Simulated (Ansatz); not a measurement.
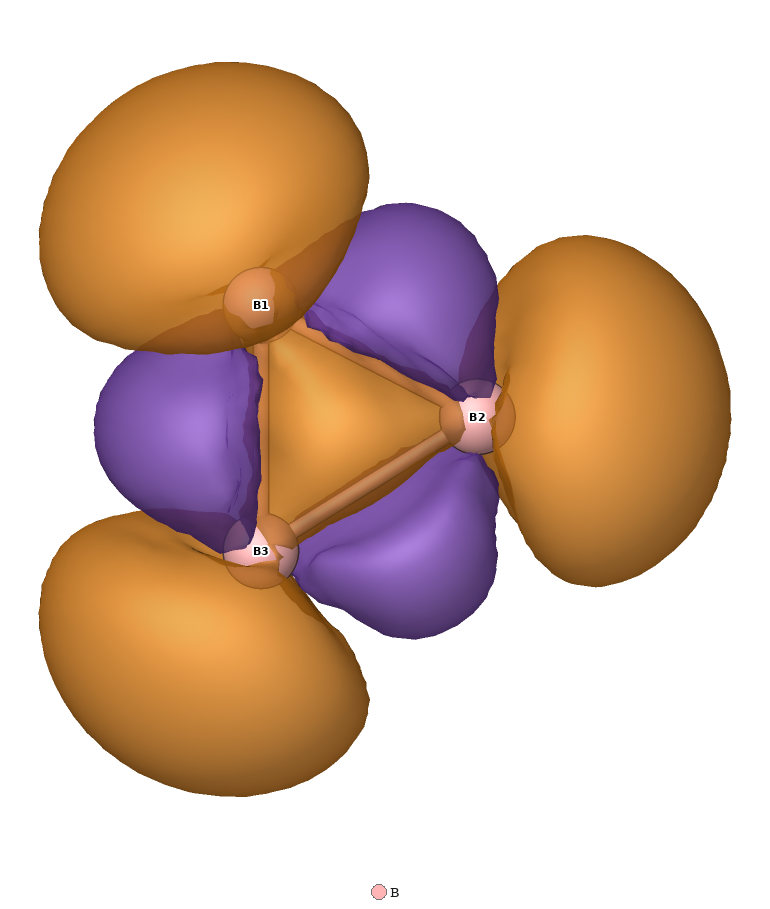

*B3 (doublet). Isosurfaces of the spin density at +0.02 (orange) and −0.02 e/Å³ (purple), seen at a tilt.*

Geometry: PBE-D4/def2-TZVP; ⟨S²⟩ = 0.86, above the pure value of 0.75.

Method: UKS PBE0-D4/def2-TZVP in Ansatz 0.2.0.

**Which atoms carry the spin?**

The unpaired spin (1 electron) lies mostly on B1 (about 0.3), B2 (about 0.3) and B3 (about 0.3), in electrons by Hirshfeld's partition.
